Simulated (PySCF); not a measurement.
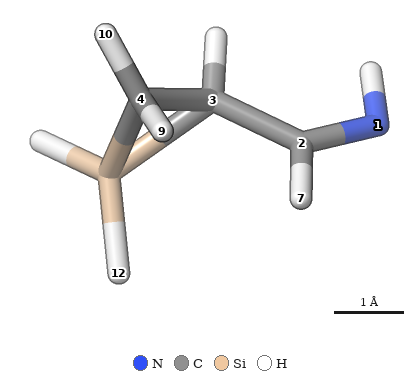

The input geometry (stick view, seen at a tilt; atoms are numbered from 1 in the order of the input).

# Run report: C$_{3}$H$_{7}$NSi, core-level calculation

The run: core-level calculation of C$_{3}$H$_{7}$NSi. Method and program: delta-SCF UKS HF, pcX-2 on the ionised atom, pcseg-1 elsewhere, spin-free X2C (PySCF 2.14.0).

The run did not end well. Figures and captions count atoms from 1; the log counts them from 0 in places.

Input file
```
{"job": {"kind": "xps", "xc": "HF"}, "charge": 0, "multiplicity": 1}
N      2.441509    -0.857216     0.145010
C      1.289263    -0.447200     0.486727
C      0.238045     0.147733    -0.361872
C     -0.769162     1.126943     0.274566
Si    -1.542358    -0.473693    -0.237550
H      2.582813    -0.711328    -0.861792
H      1.018874    -0.553444     1.554964
H      0.572321     0.406962    -1.374963
H     -0.627326     1.319770     1.344526
H     -0.975413     2.040173    -0.292653
H     -2.334913    -0.546507    -1.488330
H     -1.853234    -1.485146     0.800408
```

The first line tells a small driver script what to run in PySCF; the rest is the geometry in Å.

Run on 1 CPU thread, shared host.

Launched with:
```bash
OMP_NUM_THREADS=1 python <driver script> task.json out
```

Output
```
ground state, core basis on atom 0 (N), 140 functions
  cycle   1  E = -461.49075217  |g| = 4.87e-01
  cycle   2  E = -461.55617437  |g| = 2.91e-01
  cycle   3  E = -461.57461852  |g| = 7.68e-02
  cycle   4  E = -461.57702097  |g| = 1.62e-02
  cycle   5  E = -461.57717901  |g| = 6.20e-03
  cycle   6  E = -461.57720941  |g| = 2.64e-03
  cycle   7  E = -461.57721433  |g| = 8.30e-04
  cycle   8  E = -461.57721476  |g| = 2.05e-04
  E(ground) = -461.57721476 Eh
hole in N 1s of atom 0
  cycle   1  E = -446.03138370  |g| = 1.83e+00
  cycle   2  E = -446.41106428  |g| = 1.11e+00
[... 8 cycles left out ...]
  E(ion) = -446.75110677 Eh   <S^2> = 0.7926   hole on atom = 1.000   binding energy = 403.439 eV
ground state, core basis on atom 1 (C), 140 functions
[... 4 cycles left out ...]
  E(ground) = -461.56893790 Eh
hole in C 1s of atom 1
[... 50 cycles left out ...]
hole again with damping 0.5
[... 80 cycles left out ...]
hole again, all orbitals by overlap
[... 80 cycles left out ...]
  E(ion) = -450.83712209 Eh   <S^2> = 0.8772   hole on atom = 1.000   binding energy = 292.028 eV
ground state, core basis on atom 2 (C), 140 functions
[... 5 cycles left out ...]
  E(ground) = -461.56969729 Eh
hole in C 1s of atom 2
[... 50 cycles left out ...]
hole again with damping 0.5
[... 80 cycles left out ...]
hole again, all orbitals by overlap
[... 80 cycles left out ...]
  E(ion) = -450.90519739 Eh   <S^2> = 0.8156   hole on atom = 1.000   binding energy = 290.196 eV
ground state, core basis on atom 3 (C), 140 functions
[... 5 cycles left out ...]
  E(ground) = -461.56788361 Eh
hole in C 1s of atom 3
[... 50 cycles left out ...]
hole again with damping 0.5
[... 30 cycles left out ...]
  E(ion) = -450.90310641 Eh   <S^2> = 0.8569   hole on atom = 1.000   binding energy = 290.203 eV
ground state, core basis on atom 4 (Si), 151 functions
[... 5 cycles left out ...]
  E(ground) = -461.63442097 Eh
hole in Si 1s of atom 4
[... 50 cycles left out ...]
hole again with damping 0.5
[... 80 cycles left out ...]
hole again, all orbitals by overlap
[... 80 cycles left out ...]
  E(ion) = -393.74077180 Eh   <S^2> = 0.7694   hole on atom = 1.000   binding energy = 1847.480 eV
hole in Si 2p of atom 4
[... 7 cycles left out ...]
  cycle   8  E = -457.71822465  |g| = 1.47e-03
  cycle   9  E = -457.71823249  |g| = 9.87e-04
  cycle  10  E = -457.71823760  |g| = 7.58e-04
  cycle  11  E = -457.71824080  |g| = 6.71e-04
  cycle  12  E = -457.71824370  |g| = 6.40e-04
  cycle  13  E = -457.71824544  |g| = 6.40e-04
  cycle  14  E = -457.71824503  |g| = 6.39e-04
  cycle  15  E = -457.71823789  |g| = 6.03e-04
  cycle  16  E = -457.71821508  |g| = 4.53e-04
  cycle  17  E = -457.71819601  |g| = 3.48e-04
  E(ion) = -457.71819601 Eh   <S^2> = 0.7666   hole on atom = 1.002   binding energy = 106.566 eV
  2p3/2 = 106.380 eV   2p1/2 = 106.975 eV
```

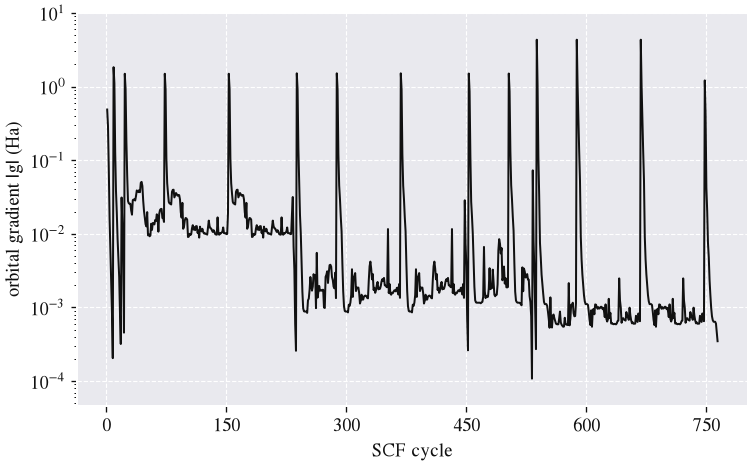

Convergence of the self-consistent field: orbital gradient |g| against the SCF cycle. All cycles printed in the log are drawn one after another.

Outcome

- outcome: not converged
- wall time: 3.7 min
- peak memory: 0.65 GiB

What went wrong

The run did not converge. At least one of its steps failed, so the values that rest on that step are not results. The core-hole state is spin-contaminated. Checks after the run noted: C1s on atom 1: valence filled by overlap, may be an excited ion; C1s on atom 1: not converged or hole moved; C1s on atom 2: valence filled by overlap, may be an excited ion; C1s on atom 2: not converged or hole moved; Si1s on atom 4: valence filled by overlap, may be an excited ion; Si1s on atom 4: not converged or hole moved.
